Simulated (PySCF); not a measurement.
Cd(H)(Cl), SMILES [Cl][CdH] (HCdCl) at its PBE0/def2-SVP optimised geometry (Å):

```
3

Cd     0.3203     0.0005     0.0000
H      1.9725     0.0005     0.0000
Cl    -1.9725    -0.0005     0.0017
```

Method: PySCF with PBE0/def2-TZVP, def2 effective core potentials past Kr. The core electrons that the potentials of Cd replace are not part of the density.

Map of the log10 of the electron density (e/bohr³), floored at −4 on the plane z = 1.0 Å:

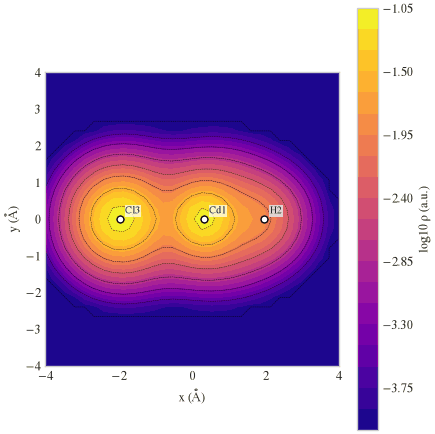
Log10 of the electron density (e/bohr³), floored at −4 on the plane z = 1.0 Å.
